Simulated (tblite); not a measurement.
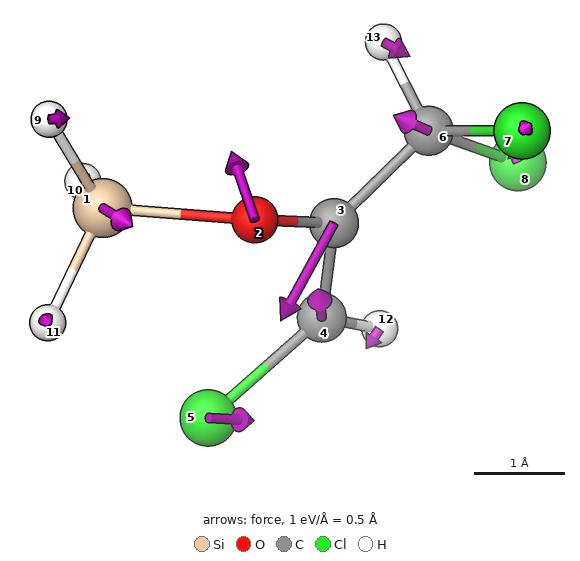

Starting geometry of C3H5Cl3OSi with the computed forces as purple arrows. A ball-and-stick model, seen at a tilt.

Level of theory: tblite, GFN2-xTB geometry optimisation, gas phase. 

> What follows when this structure is relaxed?

It isn't relaxed: the largest force vector, on C3, is 2.58 eV/Å. The final displacements have little in common with the starting forces (cosine between the two patterns 0.28). The largest move after the best rigid fit is that of O2, 1.02 Å. Largest moves by element: O 1.02 Å, H 0.91 Å, Cl 0.63 Å, C 0.30 Å, Si 0.14 Å. Among the contacts that change: Si1–Cl5 2.858 → 3.152 Å, Si1–O2 1.745 → 1.647 Å, O2–C3 1.369 → 1.330 Å, C4–Cl5 1.742 → 1.709 Å. Among the angles between lasting bonds that change: Si1–O2–C3 118.4° → 135.9°, O2–Si1–H9 108.7° → 96.4°, O2–C3–C4 115.5° → 127.5°. Groups turn about O2–C3 by about 70°, Si1–O2 by about 55°, C3–C6 by about 45°. After 88 geometry steps the energy has fallen by 0.794 eV. Cost: 1.5 s on 1 thread of Arm Neoverse N1 (shared host).
